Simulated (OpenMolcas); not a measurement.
**Single-point calculation of HCl (part 1 of 2)**

System: HCl, SMILES Cl.
Method: MRCI/3-21G (OpenMolcas 26.06).

The geometry comes from this level: PBE0-D4/def2-TZVP.

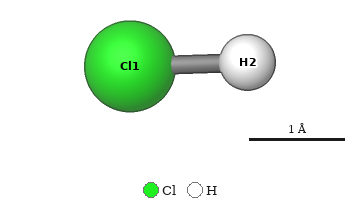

The structure as given in the input (ball-and-stick view, seen at a tilt; atoms are numbered from 1 in the order of the input). Bond lengths as drawn: Cl–H 1.28 Å.

## Input
```
&gateway
baslib = $CurrDir
coord = input.xyz
basis = 3-21G
group = NoSym
&seward
&rasscf
fileorb = $CurrDir/step2.RasOrb
spin = 1
nactel = 8 0 0
inactive = 5
ras2 = 5
orblisting = Nothing
&motra
lumorb
frozen = 5
&guga
electrons = 8
spin = 1
inactive = 0
active = 5
ciall = 1
&mrci
sdci
```

## File input.xyz
```
2

Cl     0.546000    -0.178500     0.280800
H     -0.546000     0.178500    -0.280800
```

Machine: 1 thread of Intel Xeon @ 2.50GHz (Skylake/Cascade Lake), 64 GiB of memory available, shared host.

Launched with:
```bash
export MOLCAS_MEM=1860
pymolcas step8.input > step8.log
```

## The program's output
```
--- Start Module: gateway ---

                                              &GATEWAY

                       available to each process: 1.9 GB of memory, 1 thread

 Basis Set     1 Label: CL.3-21G
 Basis set is read from library:.
 basistype.tbl is not found

 Basis Set     2 Label: H.3-21G
 Basis set is read from library:.
 basistype.tbl is not found

++    Symmetry information:
      ---------------------

                    Character Table for C1

                             E
                    a        1  x, y, xy, Rz, z, xz, Ry, yz, Rx, I
--

++    Basis set information:
      ----------------------

      Basis set label: CL.3-21G.........

      Electronic valence basis set:
      ------------------
      Associated Effective Charge  17.000000 au
      Associated Actual Charge     17.000000 au
      Nuclear Model: Point charge

      Shell  nPrim  nBasis  Cartesian Spherical Contaminant
         s       9       4        X
         p       6       3        X

      Basis set label: H.3-21G.........

      Electronic valence basis set:
      ------------------
      Associated Effective Charge   1.000000 au
      Associated Actual Charge      1.000000 au
      Nuclear Model: Point charge

      Shell  nPrim  nBasis  Cartesian Spherical Contaminant
         s       3       2        X
--

++    Molecular structure info:
      -------------------------

                    ************************************************
                    **** Cartesian Coordinates / bohr, angstrom ****
                    ************************************************

     Center  Label                x              y              z                     x              y              z
        1      CL1              1.031790      -0.337316       0.530635              0.546000      -0.178500       0.280800
        2      H2              -1.031790       0.337316      -0.530635             -0.546000       0.178500      -0.280800
--

            Nuclear Potential Energy              7.03477695 au

--- Stop Module: gateway /rc=_RC_ALL_IS_WELL_ ---

--- Start Module: seward ---

                                              &SEWARD

                       available to each process: 1.9 GB of memory, 1 thread

               SEWARD will generate:
                  Multipole Moment integrals up to order  2
                  Kinetic Energy integrals
                  Nuclear Attraction integrals (point charge)
                  One-Electron Hamiltonian integrals
                  Velocity integrals
                  Orbital angular momentum around (  0.9740  -0.3184   0.5009 )
                  Velocity quadrupole around (  0.9740  -0.3184   0.5009 )
                  Two-Electron Repulsion integrals

                   Integrals are discarded if absolute value <: 1.00E-14
                   Integral cutoff threshold is set to       <: 1.00E-16

            Nuclear Potential Energy              7.03477695 au

      Basis set specifications :
      Symmetry species         a
      Basis functions           15

--- Stop Module: seward /rc=_RC_ALL_IS_WELL_ ---
--- Module seward spent 1 second ---

--- Start Module: rasscf ---

                                              &RASSCF

                       available to each process: 1.9 GB of memory, 1 thread

      Header of the ONEINT file:
      --------------------------

      OrdInt status: non-squared

      Cartesian coordinates in angstrom:
      -----------------------------------------------------
      No.  Label        X            Y            Z
      -----------------------------------------------------
       1   CL1        0.54600000  -0.17850000   0.28080000
       2   H2        -0.54600000   0.17850000  -0.28080000
      -----------------------------------------------------
      Nuclear repulsion energy =    7.03477695

++    Wave function specifications:
      -----------------------------

      Number of closed shell electrons          10
      Number of electrons in active shells       8
      Max number of holes in RAS1 space          0
      Max nr of electrons in RAS3 space          0
      Number of inactive orbitals                5
      Number of active orbitals                  5
      Number of secondary orbitals               5
      Spin quantum number                      0.0
      State symmetry                             1
--

++    Orbital specifications:
      -----------------------

      Symmetry species                           1
                                                 a
      Frozen orbitals                            0
      Inactive orbitals                          5
      Active orbitals                            5
      RAS1 orbitals                              0
      RAS2 orbitals                              5
      RAS3 orbitals                              0
      Secondary orbitals                         5
      Deleted orbitals                           0
      Number of basis functions                 15
--

++    CI expansion specifications:
      ----------------------------

      Number of CSFs                            15
      Number of spin combinations               15
      Number of determinants                    25
      Number of root(s) required                 1
      Root chosen for geometry opt.              1
      CI root used                               1

      highest root included in the CI            1
      max. size of the explicit Hamiltonian     15
--

++    Optimization specifications:
      ----------------------------

      RASSCF algorithm: Conventional
      Maximum number of macro iterations       200
      Maximum number of SX iterations          100
      Threshold for RASSCF energy            1.000E-08
      Threshold for max MO rotation          1.000E-01
      Threshold for max BLB element          1.000E-04
      Level shift parameter                  5.000E-01
      Make Quasi-Newton update
--

      The MO-coefficients are taken from the file:
      step2.RasOrb
      Title: RASSCF average (pseudo-natural) orbitals

      Total molecular charge    0.00

      ************************************************************************************************************************
      *                                            Wave function control section                                             *
      ************************************************************************************************************************

                                         RASSCF iterations: Energy and convergence statistics
                                         ----------------------------------------------------

          iter iter root      energy       change     param      element    value   shift minimum  type update hh:mm:ss
 Nr of preliminary CI iterations:   1
        1   1    3    1  -457.88951302    0.00E+00   7.53E-06    7  12 1 -1.46E-06   0.00   0.00    SX    NO    0:00:00
        2   1    2    1  -457.88951302   -5.91E-12   2.51E-06    7  11 1 -3.93E-07   0.00   0.00    SX    NO    0:00:00
        3   1    2    1  -457.88951302   -1.14E-12   7.30E-07    7  11 1 -1.32E-07   0.00   0.00    SX    NO    0:00:00
        4   1    2    1  -457.88951302    4.55E-13  -2.78E-07    7  11 1 -5.18E-08   0.00   0.00    SX    NO    0:00:00
      Convergence after  4 iterations
        5   1    2    1  -457.88951302    7.96E-13  -2.78E-07    7  11 1 -2.19E-08   0.00   0.00    SX    NO    0:00:00

      ************************************************************************************************************************
                                                      Wave function printout:
                       occupation of active orbitals, and spin coupling of open shells (u,d: Spin up or down)
      ************************************************************************************************************************

      Note: transformation to natural orbitals
      has been made, which may change the order of the CSFs.

      printout of CI-coefficients larger than  0.05 for root  1
      energy=    -457.889513
      conf/sym  11111     Coeff  Weight
             1  22220  -0.99300 0.98604
            13  20222   0.11606 0.01347

      Natural orbitals and occupation numbers for root  1
      sym 1:   1.999513   1.973061   1.999754   1.999754   0.027917

      ************************************************************************************************************************
      *                                                    Final results                                                     *
      ************************************************************************************************************************

++    Final optimization conditions:
      ------------------------------

      Average CI energy                            -457.88951302
      RASSCF energy for state  1                   -457.88951302
      Super-CI energy                                -0.00000000
      RASSCF energy change                            0.00000000
      Max change in MO coefficients               8.929E-07
      Max non-diagonal density matrix element    -2.776E-07
      Maximum BLB matrix element                 -2.187E-08
      (orbital pair   7,  11 in symmetry   1)
      Norm of electronic gradient            3.274E-08
--

      Final state energy(ies):
      ------------------------

::    RASSCF root number  1 Total energy:   -457.88951302
      Von Neumann Entropy (Root   1) =  0.10603

      Mulliken population analysis for root number:  1
      -----------------------------------------------

++    Molecular charges:
      ------------------

      Mulliken charges per centre
      ---------------------------

                CL1     H2
      Total   17.1822  0.8178

      N-E     -0.1822  0.1822

      Total electronic charge=   18.000000

      Total            charge=   -0.000000
--

      Expectation values of various properties for root number:  1
      -----------------------------------------------------------

++    Molecular properties:
      ---------------------

      Charge (e):
                      =   -0.0000
      Dipole Moment (debye):
      Origin of the operator (angstrom)=    0.5154   -0.1685    0.2651
                   X= -1.4323E+00               Y=  4.6825E-01               Z= -7.3660E-01           Total=  1.6773E+00
      Quadrupole Moment (debye*angstrom):
      Origin of the operator (angstrom)=    0.5154   -0.1685    0.2651
                  XX= -1.1690E+01              XY= -7.7374E-01              XZ=  1.2172E+00              YY= -1.3803E+01
                  YZ= -3.9792E-01              ZZ= -1.3430E+01
      In traceless form (debye*angstrom)
                  XX=  1.9273E+00              XY= -1.1606E+00              XZ=  1.8258E+00              YY= -1.2434E+00
                  YZ= -5.9688E-01              ZZ= -6.8386E-01
--

      Average orbitals are written to the RASORB file
      Natural orbitals for root   1 are written to the RASORB.1 file
      Spin density orbitals for root   1 are written to the SPDORB.1 file

--- Stop Module: rasscf /rc=_RC_ALL_IS_WELL_ ---

--- Start Module: motra ---

                                               &MOTRA

                       available to each process: 1.9 GB of memory, 1 thread

      *** WARNING: Default frozen orbitals is overwritten by user input.
      *** Default values:   5

      Header of the integral files:

      Header of MO coefficients source file:
      * RASSCF average (pseudo-natural) orbitals

      Cartesian coordinates in angstrom:
      -----------------------------------------------------
      No.  Label        X            Y            Z
      -----------------------------------------------------
       1   CL1        0.54600000  -0.17850000   0.28080000
       2   H2        -0.54600000   0.17850000  -0.28080000
      -----------------------------------------------------
      Nuclear repulsion energy =    7.03477695

      Orbital specifications:
      -----------------------

      Symmetry species:              1
      Number of basis functions:    15
      Frozen orbitals:               5
      Deleted orbitals:              0
      Number of orbitals used:      10

       SYMMETRY  BASIS FUNCTIONS       ORBITALS      INTEGRALS   CPU(SEC)  I/O(SEC)
        1 1 1 1   15  15  15  15    10  10  10  10        1540       0.00      0.00

       TOTAL CPU TIME(SEC)    0.00TOTAL I/O TIME(SEC)    0.00

--- Stop Module: motra /rc=_RC_ALL_IS_WELL_ ---

--- Start Module: guga ---

                                               &GUGA

                       available to each process: 1.9 GB of memory, 1 thread

      ************************************************************************************************************************
      *                                                        Title:                                                        *
      *                                                 (No title was given)                                                 *
      ************************************************************************************************************************

      ALL SINGLE AND DOUBLE REPLACEMENTS

      NUMBER OF ELECTRONS IN CI         8
      TOTAL SPIN QUANTUM NUMBER      0.00

              ORBITALS PER SYMMETRY
                  1
      INACTIVE    0
      ACTIVE      5
      VALENCE     0
      CORE        0
      ONEOCC      0
  Number of vertices                   52                   36

      INTERNAL CONFIGURATIONS (FORMAL)

      NUMBER OF VALENCE STATES              15
      NUMBER OF DOUBLET COUPLED SINGLES     40
      NUMBER OF TRIPLET COUPLED DOUBLES     45
      NUMBER OF SINGLET COUPLED DOUBLES     50

      OCCUPATION OF REFERENCE STATES

      REF.STATE  ORB: 1   2   3   4   5
          1           0   2   2   2   2
          2           1   1   2   2   2
          3           1   2   1   2   2
          4           1   2   2   1   2
          5           1   2   2   2   1
          6           2   0   2   2   2
          7           2   1   1   2   2
          8           2   1   2   1   2
          9           2   1   2   2   1
         10           2   2   0   2   2
         11           2   2   1   1   2
         12           2   2   1   2   1
         13           2   2   2   0   2
         14           2   2   2   1   1
         15           2   2   2   2   0
      WAVE-FUNCTION SYMMETRY LABEL:  1

      INTERNAL CONFIGURATIONS (REAL)

      NUMBER OF VALENCE STATES              15
      NUMBER OF DOUBLET COUPLED SINGLES     40
      NUMBER OF TRIPLET COUPLED DOUBLES     45
      NUMBER OF SINGLET COUPLED DOUBLES     50

      COEFFICIENTS FOR DIAG     1080
      TIME FOR DIAG                0

      COEFFICIENTS FOR ABCI      385
      MAXIMUM NUMBER OF ELEMENTS    88
      TIME FOR ABCI                0

      COEFFICIENTS FOR IJKL     7719
      TIME FOR IJKL                0

      COEFFICIENTS FOR AIBJ     3686
      DIFFERENT TYPES      180      205      933      882      296      450      710
      TIME FOR AIBJ                0

      COEFFICIENTS FOR AIJK     7020
      TIME FOR AIJK                0

      COEFFICIENTS FOR IJ        844

      COEFFICIENTS FOR AI        475
      TIME FOR ONEEL               0
--- Stop Module: guga /rc=_RC_ALL_IS_WELL_ ---

--- Start Module: mrci ---

                                               &MRCI

                       available to each process: 1.9 GB of memory, 1 thread
```
